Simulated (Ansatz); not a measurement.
Rock-salt RbBr, treated with PBE0 (PAW; Ansatz, a quantum-chemistry and plane-wave program).

Settings: plane-wave cutoff 460 eV, 6×6×6 k mesh, Fermi–Dirac smearing 0.01 eV, scalar-relativistic PAW data made under PBE.

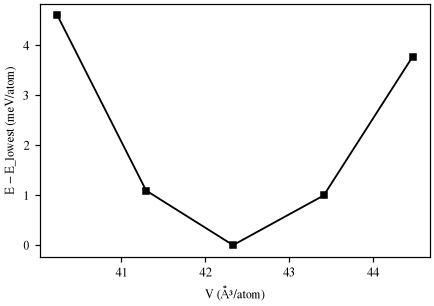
Figure. Total energy against volume

**Question.** From the curve, estimate the equilibrium volume and the bulk modulus.

**Answer.** V0 ≈ 42.4 Å³/atom and B0 ≈ 13 GPa; the fit gives V0 = 42.353 Å³/atom, B0 = 12.6 GPa, B′ = 5.1.

Measured, for comparison: bulk modulus 16 GPa (4 K, zero-point motion not removed; as tabulated in Doll and Stoll (1998), arXiv:cond-mat/9801031); equilibrium volume per atom 39.69 Å³/atom (low temperature, zero-point motion not removed; as tabulated in Doll and Stoll (1998), arXiv:cond-mat/9801031). Computed (rounded) less measured: bulk modulus -21 %, equilibrium volume per atom +6.7 %.

Static lattice: no zero-point or thermal effects.
